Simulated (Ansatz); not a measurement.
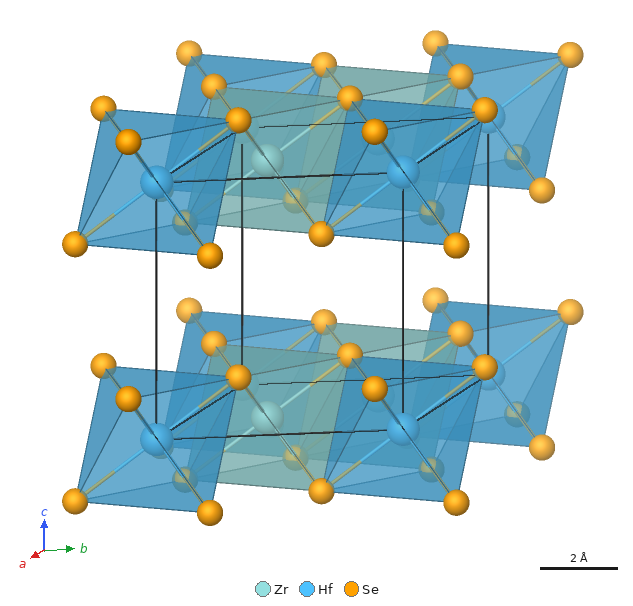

The structure above is drawn in polyhedral style and viewed slightly off an axis. The edges of the conventional unit cell are marked. A few atoms beyond the faces are included.

HfZr2Se6, space group P-31m (No. 162), a = 6.564 Å, b = 6.564 Å, c = 6.941 Å, α = 90.00°, β = 90.00°, γ = 120.00°. The initial geometry was a structure type filled with these elements by a generator (whether the compound takes this form wasn't checked). Earlier steps of the study, as a rule a relaxation of our own, may have changed the cell and positions, so they can lie some per cent off the listed ones. Ansatz was used for an electronic-structure calculation on it.

This one geometry was computed with Ansatz (DFT, plane waves, PAW) at three levels of theory: PBEsol, PBE and r2SCAN.

### Which level gives the highest pressure at this volume, and what does that say about its equilibrium volume?

Highest: PBE (0.0 GPa), which points to the largest equilibrium volume. Lowest, with the smallest volume: PBEsol (-2.6 GPa). Levels within 0.5 GPa of each other can't be told apart.

### How does the band gap change with the level of theory?

PBEsol: a gap of 0.39 eV, indirect; PBE: a gap of 0.45 eV, indirect; r2SCAN: a gap of 0.77 eV, indirect.

### Collect the results in a table.

| level | cutoff (eV) | k-mesh of the run's cell | gap (eV) | pressure (GPa) |
| --- | --- | --- | --- | --- |
| PBEsol | 420 | 6×6×6 | 0.39 | -2.6 |
| PBE | 420 | 6×6×6 | 0.45 | 0.0 |
| r2SCAN | 500 | 6×6×6 | 0.77 | -0.7 |

Gaps are taken on the k-mesh or band path of each run.
